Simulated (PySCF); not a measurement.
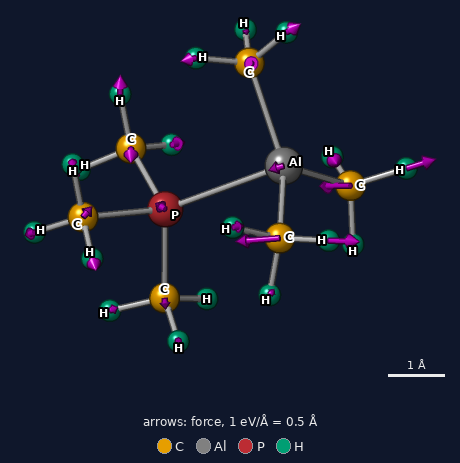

Starting geometry of C$_{6}$H$_{18}$AlP with the computed forces as purple arrows. The picture is a ball-and-stick view, seen at a tilt.

The start comes from GFN2-xTB. Its atoms were then displaced at random by about 0.01 Å.

Computed with PySCF 2.14.0, density-fitted response routines, PBE0-D3(BJ)/def2-SVP geometry optimisation, gas phase. 

> What follows when this structure is relaxed?

It isn't relaxed: the largest force vector, on a C atom, is 1.73 eV/Å. The final displacements have little in common with the starting forces (cosine between the two patterns 0.09). After 13 geometry steps the energy has fallen by 0.209 eV. The largest move after the best rigid fit is that of an H atom, 0.31 Å. Largest moves by element: H 0.31 Å, Al 0.17 Å, C 0.16 Å, P 0.09 Å. Near-neighbour distances that change, for instance: Al–P 2.571 → 2.485 Å, C–H 1.072 → 1.105 Å, C–H 1.136 → 1.104 Å, C–P 1.843 → 1.827 Å. Bond angles that change, for instance: Al–C–H 115.0° → 110.5°, C–Al–P 96.1° → 100.4°, Al–P–C 119.1° → 115.2°. Cost: 4.8 min on 1 thread of Arm Neoverse V2 (shared host).
